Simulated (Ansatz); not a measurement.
**ClF$_{4}$HW···F (doublet): density, localisation and related maps**

```xyz
8

W     0.0000    0.0704    0.0658
Cl    0.0000   -0.8362    2.2404
F     1.8404    0.1936   -0.1187
F     0.0000    1.6552    1.0768
F    -1.8404    0.1936   -0.1187
H     0.0000   -1.6461    0.0589
F     0.0000   -0.1409   -1.7902
F     0.0000    0.6403    3.8157
```

Core potentials replace the inner electrons of W.

Theory: Ansatz 0.2.0, UKS PBE/def2-SVP.

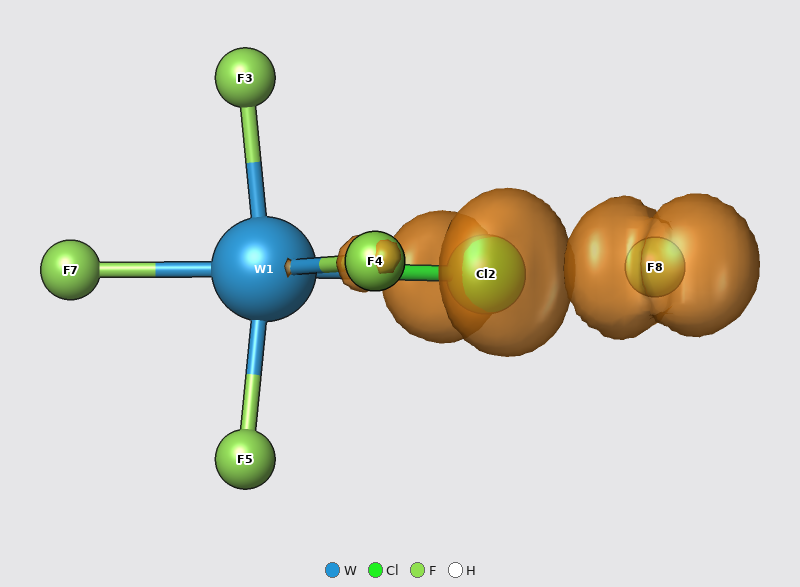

Figure 1. Isosurfaces of the spin density at +0.04 (orange) and −0.04 e/Å³ (purple), seen across its widest extent.

> Which atoms carry the spin?

The unpaired spin (1 electron) lies mostly on F8 (about 0.6) and Cl2 (about 0.3), in electrons by Hirshfeld's partition. Only one sign reaches the isovalue.

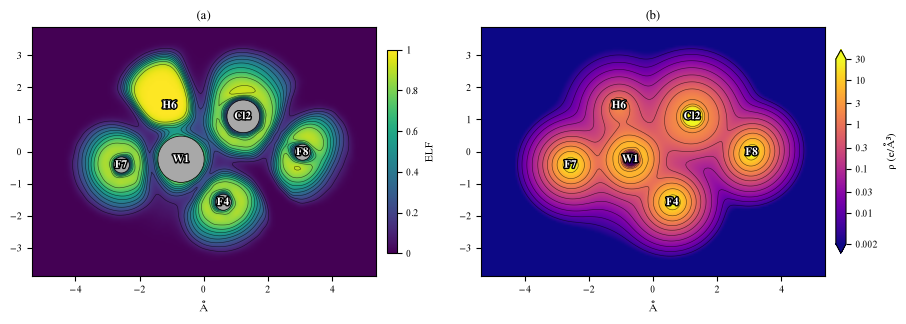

Figure 2. (a) electron localisation function; (b) electron density on the plane of atoms F4, W1 and H6. Grey discs cover the atomic cores in the ELF map.

> What do the fields say about this system?

Atoms in the plane: W, Cl, F and H. Cl2···F8 (2.16 Å): the density falls to about 0.41 e/Å³ on the way; the ELF dips to about 0.15 between them. W–F (1.88 Å): ρ is about 1.1 e/Å³ halfway; the ELF peaks at about 0.80 in the valence shell of F, 0.5 Å from its nucleus, and drops to about 0.25 between the two atoms. W–Cl (2.36 Å): ρ at the midpoint is about 0.62 e/Å³; the ELF peaks at about 0.85 in the valence shell of Cl, 0.9 Å from its nucleus, and is about 0.40 at the midpoint. W–H (1.72 Å): ρ at the midpoint is about 1.5 e/Å³; the ELF climbs to about 1 towards the hydrogen.

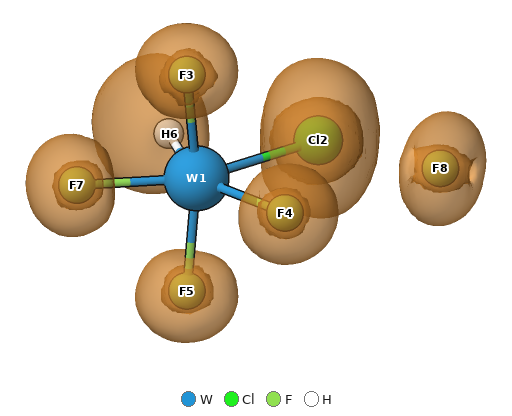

Figure 3. Isosurface of the electron localisation function at 0.75 (orange), seen at an oblique angle. Core shells and regions of very low density are left out.

> Where are the electrons localised?

The ELF exceeds this value in one region around a hydrogen nucleus, one region wrapped around Cl (its valence shell) and five regions wrapped around F (the valence shell of each). Profiles from the grid: W–F (1.85 Å): the ELF peaks at about 0.80 in the valence shell of F, 0.5 Å from its nucleus, and drops to about 0.25 between the two atoms.
